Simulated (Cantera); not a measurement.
A closed system holds: 1 mol SiC, 0.012 mol C, 0.27 mol N2, at 36.0 mbar.

Cantera equilibrium calculation (NASA polynomials, part measured and part estimated; ideal gas, pure solids and liquids). Candidate condensed phases: C, Si, SiC, Si3N4; 20 gas species. The tables' values for SiN are old estimates; treat these amounts as uncertain. Kinetics and transport are ignored.

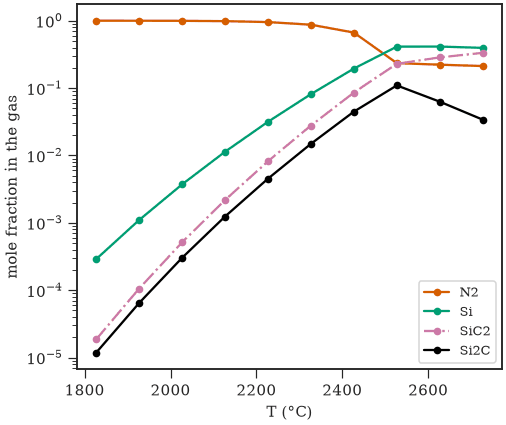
Figure. Equilibrium gas composition (values under 1e-9 drawn at 1e-9)

Q: Read off the mole fractions at 2527 °C.

A: Si about 0.41, N2 about 0.23, SiC2 about 0.23, Si2C about 0.11.
